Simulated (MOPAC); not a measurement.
Energy landscape of H₂N, quartet: collinear N-H-H surface. Scanned: N-H distance and H-H distance.

Cartesian coordinates as functions of the variables (Å; names that start with a are angles):
```
N  0  0  -r1
H  0  0  0
H  0  0  r2
```

Computed with AM1, unrestricted, heats of formation (MOPAC).

Energy in kJ/mol above the lowest grid point; x is the N-H distance (Å), y the H-H distance (Å).

```
y \ x   0.88   0.96   1.03   1.11   1.24   1.33   1.44   1.54   1.73   1.94   2.22   2.65   3.02
-----  -----  -----  -----  -----  -----  -----  -----  -----  -----  -----  -----  -----  -----
2.15   112.0   85.9   87.7  109.2  169.9  220.6  283.1  333.1  395.6  428.0  442.5  444.6  445.3
1.84   112.7   85.8   87.0  107.7  167.1  216.5  276.6  323.7  381.9  412.0  425.5  427.1  427.7
1.51   122.5   93.0   91.7  109.6  163.8  208.4  260.4  298.6  343.7  366.3  375.7  375.8  376.1
1.33   133.1  101.0   97.1  111.7  158.9  196.9  238.5  266.6  296.2  308.8  311.9  309.0  308.8
1.25   138.6  104.9   99.5  111.8  154.3  187.8  222.6  244.4  264.6  270.6  269.3  264.2  263.6
1.12   149.0  111.7  102.7  110.3  142.1  165.5  186.2  196.1  200.4  197.9  193.1  187.0  186.4
1.03   159.0  118.0  105.5  108.3  129.9  144.5  154.6  156.7  152.3  146.4  140.2  133.8  133.1
0.94   174.1  128.0  110.7  107.3  116.4  121.6  121.9  117.6  106.6   97.8   90.5   83.8   83.0
0.86   195.1  143.1  120.2  109.7  106.2  103.5   96.4   87.7   71.8   60.7   52.3   45.3   44.5
0.82   209.4  153.9  127.7  113.2  103.2   96.8   86.5   75.8   57.7   45.4   36.5   29.4   28.5
0.74   248.3  184.9  151.2  127.8  104.7   91.5   75.4   61.2   39.0   24.4   14.3    6.9    5.9
0.69   281.6  212.5  173.6  144.3  113.1   95.8   76.4   60.2   35.6   19.5    8.6    0.9    0.0
0.63   332.8  256.6  211.0  174.3  133.5  111.6   88.3   69.7   42.4   24.5   12.5    4.6    3.6
```

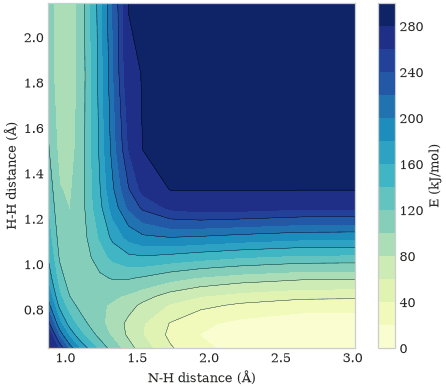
Figure. Energy surface, cut off at 281 kJ/mol.

Points that lie below all their neighbours on the grid: x = 3.02, y = 0.69 on the edge of the grid (0.0 kJ/mol); x = 0.96, y = 1.84 (85.8 kJ/mol). The lowest path on the grid from the first to the second passes x = 1.11, y = 0.94 at 107.3 kJ/mol.
